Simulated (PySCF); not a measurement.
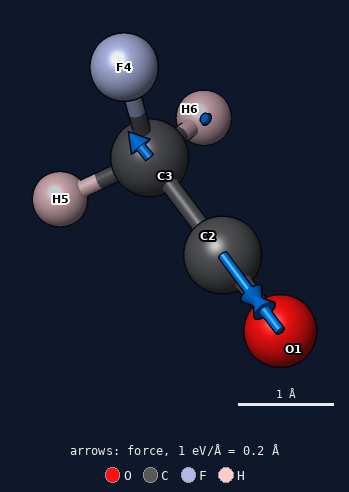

Starting geometry of C₂H₂FO (charge +1) with the computed forces as blue arrows. A ball-and-stick model, seen from a free direction.

The start comes from GFN2-xTB. Its atoms were then displaced at random by about 0.01 Å.

Method: PySCF 2.14.0, density-fitted response routines, PBE0-D3(BJ)/def2-SVP geometry optimisation, gas phase. 

Q: What follows when this structure is relaxed?

A: It isn't relaxed: the largest force vector, on C2, is 3.98 eV/Å. The final displacements follow the starting forces only in part (cosine between the two patterns 0.48). After 9 geometry steps the energy has fallen by 9.09 kJ/mol. The atom that moves furthest after the best rigid fit is C3 (0.047 Å). Largest moves by element: C 0.047 Å, H 0.033 Å, F 0.031 Å, O 0.023 Å. Some distances before and after: C2–C3 1.434 → 1.489 Å, O1–C2 1.133 → 1.112 Å, C3–H6 1.100 → 1.111 Å, C3–F4 1.335 → 1.326 Å. Among the angles between lasting bonds that change: C2–C3–H6 110.0° → 105.6°, C2–C3–H5 109.4° → 105.6°, F4–C3–H5 110.1° → 113.5°.
